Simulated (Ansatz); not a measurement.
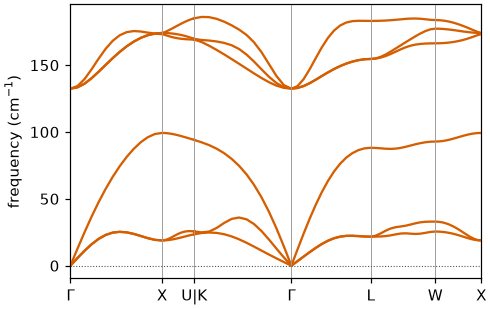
Phonon dispersion of HgSe (zinc blende, space group No. 216), plane-wave PAW LDA (Ansatz code); imaginary frequencies are drawn negative

Problem. Is this phase dynamically stable?

Solution. Yes, on this path no branch is imaginary.

Problem. How high does the spectrum reach?

Solution. About 190 cm⁻¹ (5.6 THz).

Space group F-43m (zinc blende). Symmetry was held in the LDA relaxation. As this level gives no gap, phonon frequencies hold no LO–TO term and depend on the k-mesh and smearing (Fermi–Dirac, 0.1 eV here). Scalar-relativistic: spin–orbit coupling is off unless named, which matters more the heavier the elements.

Potentials: the later of the program's two PAW sets.
